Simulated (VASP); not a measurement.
Band structure of CdMg₃Te₄ (ordered alloy cell). All values below come from PBE GGA, VASP's PBE PAW potentials (set 64) (plane waves; VASP).

Unless said otherwise, spin-orbit coupling is left out, though it shifts the bands of the heavy elements here.

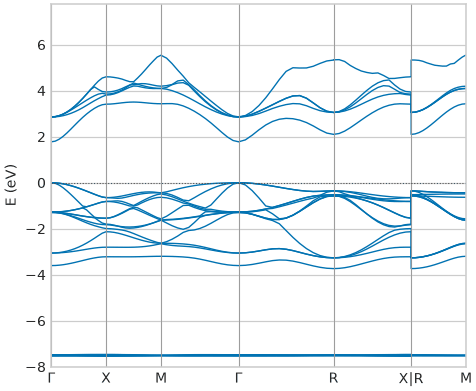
*Bands along high-symmetry lines, zero at the valence-band maximum or, without a gap, the Fermi level*

### Question
Read the plot: is there a gap, and where are the band edges?

### Answer
The gap is direct, 1.78 eV, from the valence maximum at Γ to the conduction minimum at Γ. (Edges off the drawn lines would not show.)

The structure was generated: CdMg3Te4 was put into an ordered model structure (P-43m), which need not be its known phase. It was relaxed first.
